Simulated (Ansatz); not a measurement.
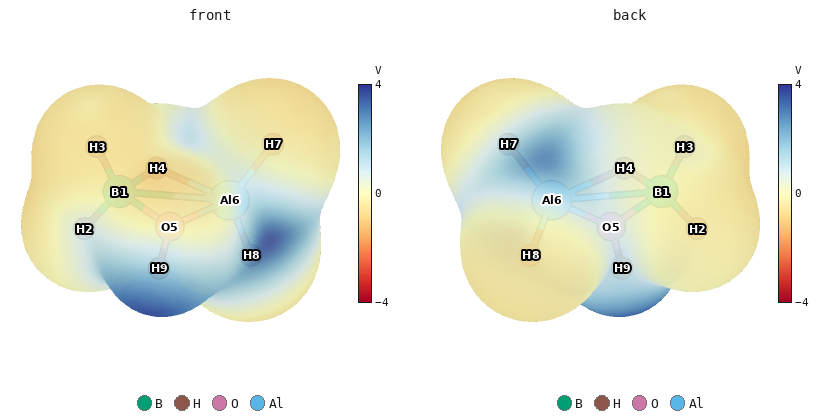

The picture shows: AlBH6O. The electrostatic potential painted on the density surface at 0.002 e/bohr³, seen from the front and from behind; the colour scale runs from red (negative) to blue (positive).

Computed with Ansatz 0.2.0, RHF/def2-SVP.

```xyz
9

B     0.0627   -0.3598    0.1598
H    -0.6911    0.4458    0.6449
H     1.1472    0.0085   -0.2044
H    -0.5442   -0.8411   -0.9118
O     0.1392   -1.6563    1.0127
Al   -0.7432   -2.5066   -0.3571
H     0.1670   -3.4366   -1.2325
H    -2.2596   -2.7619   -0.0264
H    -0.1167   -1.5626    1.9174
```

> Describe the electrostatic potential map.

The most negative region (about −0.8 V) lies over O5, the most positive (about +3.5 V) over Al6 and H9.
